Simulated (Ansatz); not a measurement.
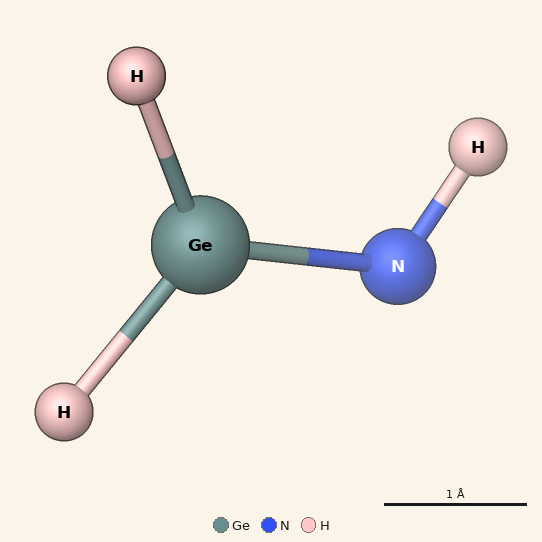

Distant atoms are faded towards the background colour. Computed geometry: PBE0-D4/def2-TZVP optimisation. Masses are those of the most abundant isotopes; constants are for the rigid equilibrium geometry.

**Classify the rotor and give the rotational constants (cm⁻¹).**

An asymmetric top (Cs): A = 4.07, B = 0.421, C = 0.382 cm⁻¹. Ray's parameter κ is −0.98, close to the prolate limit.
